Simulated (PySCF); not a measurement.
Sn(GeH3)3(H), H₁₀Ge₃Sn, SMILES [GeH3][SnH]([GeH3])[GeH3] at its CAM-B3LYP/def2-SVP optimised geometry (Å):

```
14

Sn     0.3307    -0.9996     2.0891
Ge     1.2565     0.2608     0.0000
Ge    -2.2784    -1.0431     2.0518
Ge     1.1996     0.1029     4.2891
H      0.8979    -2.6191     2.0371
H      0.7746     1.7207     0.0000
H      2.7938     0.2608     0.0000
H      0.7718    -0.4065    -1.2974
H     -2.7938    -1.7207     0.7717
H     -2.8280    -1.8138     3.2631
H     -2.8371     0.3883     2.0976
H      2.7364     0.1048     4.3277
H      0.7135     1.5582     4.3856
H      0.6847    -0.6596     5.5207
```

Computed with CAM-B3LYP/def2-TZVP, def2 effective core potentials past Kr run with PySCF. The core electrons that the potentials of Sn replace are not part of the density.

Map of the log10 of the electron density (e/bohr³), floored at −4 on the plane z = 0.8 Å:

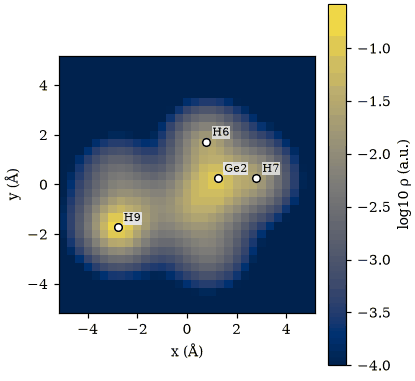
*Log10 of the electron density (e/bohr³), floored at −4 on the plane z = 0.8 Å.*
